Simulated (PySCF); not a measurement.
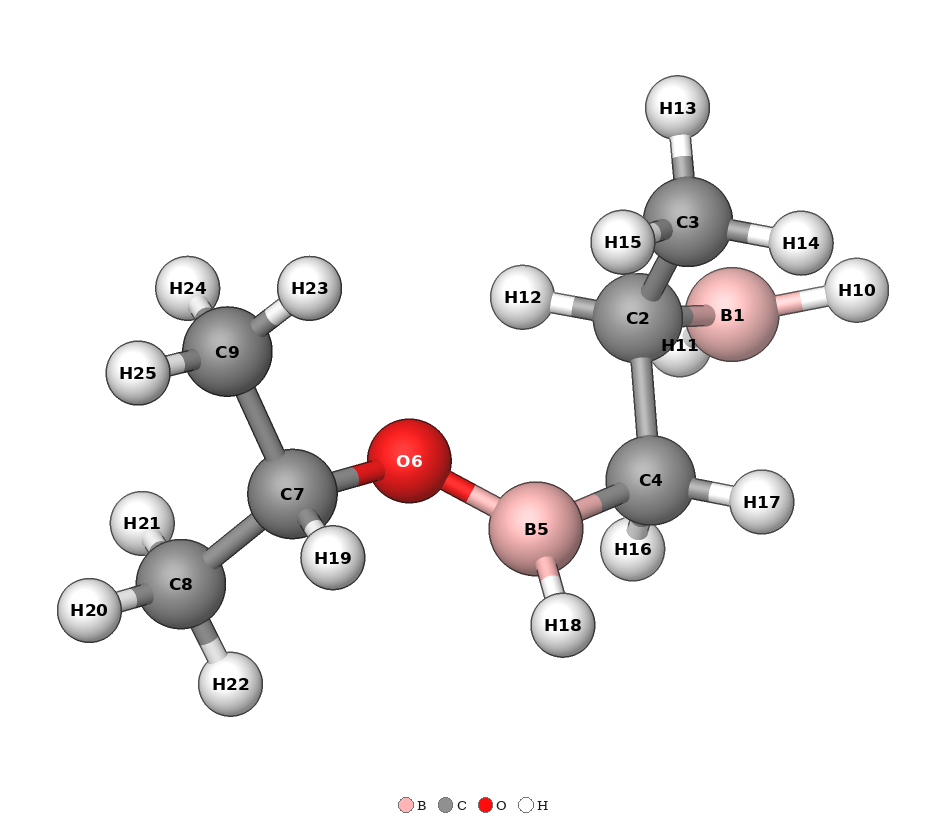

The computed structure is the end point of a GFN2-xTB optimisation. No frequency run is at hand to confirm it as a minimum. Electric field gradients from the ground-state density, PBE0/pcSseg-1 (PySCF 2.14.0), non-relativistic apart from any core potentials.

Give the largest field-gradient component, the quadrupole coupling constant and the asymmetry for 11B at B1 (Q = 40.59 mb), 11B at B5 (Q = 40.59 mb), 17O at O6 (Q = −25.6 mb), 2H at H10 (Q = 2.86 mb), 2H at H11 (Q = 2.86 mb).

| atom | V_zz (a.u.) | e²qQ/h (MHz) | η |
| --- | --- | --- | --- |
| B1 | 0.644 | 6.14 | 0.04 |
| B5 | 0.445 | 4.24 | 0.27 |
| O6 | 1.408 | −8.47 | 0.34 |
| H10 | 0.242 | 0.163 | 0.13 |
| H11 | 0.242 | 0.163 | 0.14 |

The geometry is semi-empirical. Around B such bond lengths and angles can be off by a tenth of an ångström or more and by several degrees, and values that hang on the shape move with them.
